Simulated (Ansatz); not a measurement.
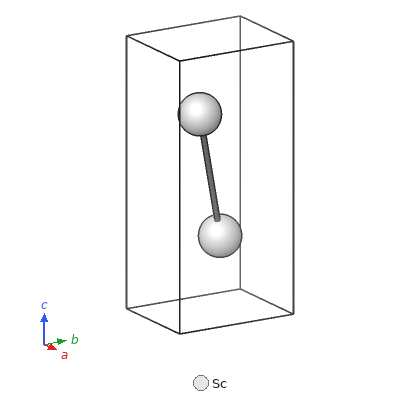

Sc, space group P6_3/mmc (No. 194), a = 3.291 Å, b = 3.291 Å, c = 5.333 Å, α = 90.00°, β = 90.00°, γ = 120.00°. Geometry: the structure of a calculation's input, shown in its standard cell. Forms under 0.4 % of the area are left out.

**Which faces does the BFDH rule predict for this crystal?**

The forms computed, by share of the surface:

```csv
form,faces,d (Å),share of area (%)
{100},6,2.850,40.8
{101},12,2.514,39.7
{002},2,2.666,19.5
```

The crystal is roughly equant (blocky). Widths along a, b and c stand as 1.00 : 1.00 : 0.93.

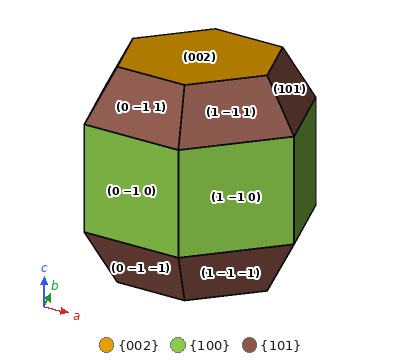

The computed shape, faces indexed. The rule is geometric and ignores bonding and growth conditions.
